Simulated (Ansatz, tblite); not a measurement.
# Sn21H32 off disc (Sn21H31Br): which spin state is lowest

Aim: set other spin states of Sn21H32 off disc (Sn21H31Br) against its singlet, on many levels of theory.

The runs use Ansatz 0.2.0, Gaussian basis; as each input shows.

The runs, in order: triplet, at the geometry of the singlet (GFN1-xTB, GFN2-xTB, PBE0-D4/def2-TZVP, PBE-D4/def2-TZVP); the singlet's energies come from earlier runs.

2 further runs of the same task are left out: 1 for a known fault of the program, 1 set aside as unsound or not needed.

### 1 The geometry

The geometry is that of the singlet, from an earlier relaxation (r2SCAN-D4/def2-SVP).

53 atoms, charge 0, spin multiplicity 1.

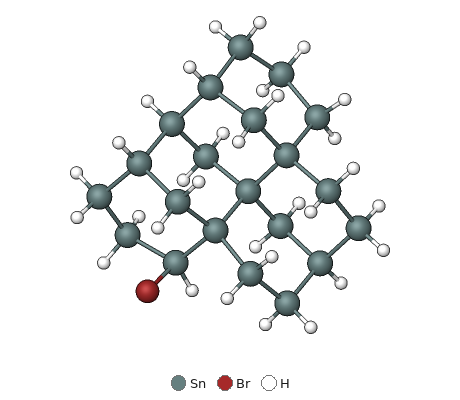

The geometry (tin teal, bromine red, hydrogen white).

Sn takes a core potential in the def2 sets. No spin-orbit coupling is included.

### 2 Triplet at the fixed geometry, GFN1-xTB

Tight binding, by tblite at 300 K electronic temperature and without a spin-polarisation term:

```python
tblite.interface.Calculator('GFN1-xTB', numbers, positions, charge=0, uhf=2).singlepoint()
```

Energy -2002.4694 eV; 0.58 s.

### 3 Triplet at the fixed geometry, GFN2-xTB

Tight binding, by tblite at 300 K electronic temperature and without a spin-polarisation term:

```python
tblite.interface.Calculator('GFN2-xTB', numbers, positions, charge=0, uhf=2).singlepoint()
```

Energy -1754.8195 eV; 1.1 s.

### 4 Triplet at the fixed geometry, PBE0-D4/def2-TZVP

The input, in.yaml:

```yaml
crystal:
  periodic: [false, false, false]
  atoms:
    - {symbol: Sn, position_ang: [-5.364418, 2.066741, -0.827229]}
    - {symbol: Sn, position_ang: [-2.272038, -4.771456, 2.361937]}
    - {symbol: Sn, position_ang: [1.110017, -4.476619, -0.849958]}
    - {symbol: Sn, position_ang: [-1.997282, -1.102902, -0.883294]}
    - {symbol: Sn, position_ang: [-2.045788, 2.132971, 2.280689]}
    - {symbol: Sn, position_ang: [1.170042, -1.164321, 2.294829]}
    - {symbol: Sn, position_ang: [1.300786, 2.173122, -0.914738]}
    - {symbol: Sn, position_ang: [-2.065189, 5.350250, -0.934944]}
    - {symbol: Sn, position_ang: [4.445004, -1.188634, -0.850043]}
    - {symbol: Sn, position_ang: [4.776553, 2.321367, 2.253365]}
    - {symbol: Sn, position_ang: [-3.490362, -2.774644, 0.816440]}
    - {symbol: Sn, position_ang: [-3.905428, 0.283466, -2.407953]}
    - {symbol: Sn, position_ang: [-3.686179, 3.730907, 0.669945]}
    - {symbol: Sn, position_ang: [-0.571160, -2.928766, -2.470409]}
    - {symbol: Sn, position_ang: [-0.424295, -6.156509, 0.788248]}
    - {symbol: Sn, position_ang: [2.763586, -2.817386, 0.693708]}
    - {symbol: Sn, position_ang: [-0.274347, 3.875890, -2.496130]}
    - {symbol: Sn, position_ang: [3.006824, 0.583823, -2.475919]}
    - {symbol: Sn, position_ang: [-0.353133, 0.558826, 0.685806]}
    - {symbol: Sn, position_ang: [2.881716, 3.757408, 0.779184]}
    - {symbol: Sn, position_ang: [6.121030, 0.366859, 0.772728]}
    - {symbol: Br, position_ang: [-4.649207, -4.239279, -0.928861]}
    - {symbol: H, position_ang: [-6.418285, 3.013615, -1.805213]}
    - {symbol: H, position_ang: [-6.347436, 1.165114, 0.259176]}
    - {symbol: H, position_ang: [-3.524780, -5.827181, 2.879952]}
    - {symbol: H, position_ang: [-1.528590, -4.111640, 3.761642]}
    - {symbol: H, position_ang: [2.119071, -5.468425, -1.842478]}
    - {symbol: H, position_ang: [-3.002456, 1.075089, 3.250728]}
    - {symbol: H, position_ang: [-1.104799, 3.092116, 3.357919]}
    - {symbol: H, position_ang: [0.081451, -2.115219, 3.235840]}
    - {symbol: H, position_ang: [2.130825, -0.262222, 3.402643]}
    - {symbol: H, position_ang: [-3.036743, 6.357300, -1.938266]}
    - {symbol: H, position_ang: [-1.145250, 6.386075, 0.087023]}
    - {symbol: H, position_ang: [5.435259, -2.195443, -1.846380]}
    - {symbol: H, position_ang: [3.998767, 1.584397, 3.595660]}
    - {symbol: H, position_ang: [5.936348, 3.424812, 2.886485]}
    - {symbol: H, position_ang: [-4.804278, -1.985505, 1.613232]}
    - {symbol: H, position_ang: [-4.946587, -0.856385, -3.162961]}
    - {symbol: H, position_ang: [-3.093808, 1.151228, -3.652567]}
    - {symbol: H, position_ang: [-4.654536, 4.750040, 1.674352]}
    - {symbol: H, position_ang: [-1.679300, -3.937464, -3.307976]}
    - {symbol: H, position_ang: [0.356586, -2.075294, -3.641847]}
    - {symbol: H, position_ang: [-1.282579, -7.271062, -0.199775]}
    - {symbol: H, position_ang: [0.619064, -7.065742, 1.813953]}
    - {symbol: H, position_ang: [3.756148, -3.804889, 1.708124]}
    - {symbol: H, position_ang: [-1.129872, 2.949522, -3.666218]}
    - {symbol: H, position_ang: [0.765038, 4.946967, -3.356006]}
    - {symbol: H, position_ang: [2.111754, -0.238293, -3.692319]}
    - {symbol: H, position_ang: [4.124561, 1.621965, -3.278911]}
    - {symbol: H, position_ang: [1.853404, 4.627395, 1.854744]}
    - {symbol: H, position_ang: [3.702627, 4.925299, -0.186113]}
    - {symbol: H, position_ang: [7.012705, -0.644477, 1.844554]}
    - {symbol: H, position_ang: [7.265860, 1.158693, -0.242797]}
basis:
  gaussian: {orbitals: def2-TZVP, fitting: {mean_field: def2-universal-jkfit}}
magnetization: {spin_polarized: true, initial_magnetization: 2}
hamiltonian: {xc: pbe0, dispersion: d4}
scf: {omitted_lower_state_checks: [starts]}
output: {orbitals: {seedname: orbitals}}
```

The run is started by

```sh
> ansatz run in.yaml --threads 10 --pin off --events-out ev --progress --plain --max-ram 110592MiB --backend cuda --devices 0, --max-vram 75GiB
```

Output:

```text
Functional definition: PBE0
  name "PBE0"
  cite "Adamo & Barone, J. Chem. Phys. 110, 6158 (1999) doi:10.1063/1.478522"
  cite "Perdew, Burke & Ernzerhof, Phys. Rev. Lett. 77, 3865 (1996) doi:10.1103/PhysRevLett.77.3865"
  parent pbe
  parameter a = 0.25
  parameter kappa = 0.804
  parameter beta = 0.06672455060314922
  exchange = (1 - a)*pbe_x(kappa = kappa, mu = beta*pi^2/3) + a*exact_x
  correlation = pbe_c(beta = beta)
these checks for a lower state are left out or cut short: starts
5402 factors; integrals over basis functions are off by at most 6.1e-1 eV
mean field evaluation 1: about -193015.1619 eV, gradient 2.5e1 eV
mean field evaluation 2: about -193015.3871 eV, gradient 2.4e1 eV
mean field evaluation 4: about -193017.9909 eV, gradient 5.7e0 eV
mean field evaluation 8: about -193018.1811 eV, gradient 9.9e-1 eV
mean field evaluation 16: about -193018.2047 eV, gradient 8.3e-2 eV
mean field evaluation 32: about -193018.2198 eV, gradient 4.2e-5 eV
mean field -193018.21983275 eV, -7093.2887464052 hartree, gradient 6.3e-6 eV, S^2 2.006495; 0 other end points of the search recorded, 0 dependent functions left out
reference -193018.21996939 eV, -7093.2887514266 hartree; 265, 263 occupied and 1019, 1021 virtual orbitals, 5402 factors
Total energy: -193021.68108804 eV, -7093.4159451909 hartree
Checks for a lower state left out: starts
```

Wall time 62 s (1 × H100 with 10 threads of AMD EPYC 7R13, shared host); peak host memory 2.4 GiB.

Report: HOMO -3.28 eV, LUMO -5.67 eV (over both spins; with the spin held, an empty level of the minority spin lies below the top filled one); ⟨S²⟩ 2.006 (pure: 2.00).

### 5 Triplet at the fixed geometry, PBE-D4/def2-TZVP

start.molden holds the orbitals of an earlier run on this state, given as this run's starting guess.

in.yaml, as its differences from that of step 4:

```diff
@@ -57,5 +57,5 @@
 basis:
-  gaussian: {orbitals: def2-TZVP, fitting: {mean_field: def2-universal-jkfit}}
+  gaussian: {orbitals: def2-TZVP, fitting: {mean_field: def2-universal-jkfit}, initial_orbitals: start.molden}
 magnetization: {spin_polarized: true, initial_magnetization: 2}
-hamiltonian: {xc: pbe0, dispersion: d4}
+hamiltonian: {xc: pbe, dispersion: d4}
 scf: {omitted_lower_state_checks: [starts]}
```

Same command.

Output:

```text
Functional definition: PBE
  name "PBE"
  cite "Perdew, Burke & Ernzerhof, Phys. Rev. Lett. 77, 3865 (1996) doi:10.1103/PhysRevLett.77.3865"
  parent pbe
  parameter kappa = 0.804
  parameter beta = 0.06672455060314922
  exchange = pbe_x(kappa = kappa, mu = beta*pi^2/3)
  correlation = pbe_c(beta = beta)
these checks for a lower state are left out or cut short: starts
5402 factors; integrals over basis functions are off by at most 6.1e-1 eV
mean field evaluation 1: about -193008.4865 eV, gradient 1.4e1 eV
mean field evaluation 2: about -193009.3707 eV, gradient 1.0e0 eV
mean field evaluation 4: about -193009.4257 eV, gradient 2.9e-1 eV
mean field evaluation 8: about -193009.4534 eV, gradient 3.4e-2 eV
mean field evaluation 16: about -193009.4539 eV, gradient 1.8e-5 eV
mean field -193009.45386828 eV, -7092.9666031525 hartree, gradient 2.6e-6 eV, S^2 2.001374; 0 other end points of the search recorded, 0 dependent functions left out
reference -193009.45405049 eV, -7092.9666098489 hartree; 265, 263 occupied and 1019, 1021 virtual orbitals, 5402 factors
Total energy: -193013.16780203 eV, -7093.1030877006 hartree
Checks for a lower state left out: starts
```

Run time: 23 s. Hardware: 1 × H100 with 10 threads of AMD EPYC 7R13, shared host; peak host memory 2.3 GiB.

HOMO -3.03 eV, LUMO -5.86 eV (over both spins; with the spin held, an empty level of the minority spin lies below the top filled one); ⟨S²⟩ 2.001 (pure: 2.00).

### 6 Triplet less singlet, vertical

The singlet's energies are those of its earlier runs, whose logs aren't repeated here.

```csv
level,"triplet less singlet, vertical (eV)",time
GFN1-xTB,+1.764,0.99 s
GFN2-xTB,+1.187,2 s
PBE-D4/def2-TZVP,+2.874,33 s
PBE0-D4/def2-TZVP,+3.487,79 s
```

Times add the two runs; a level without a time comes out of a correlated run. Tight binding without a spin term can't rank spin states.

### 7 Outcome

```
                                                quantity                                   value
triplet less singlet, vertical, functionals in def2-TZVP  +2.874 (PBE-D4) to +3.487 eV (PBE0-D4)
```

In words: All functionals put the triplet above the singlet, over a spread of 0.613 eV. The checks for a lower triplet were left out, so another state of that spin may lie lower. These are electronic energies, without zero-point motion, entropy or surroundings.
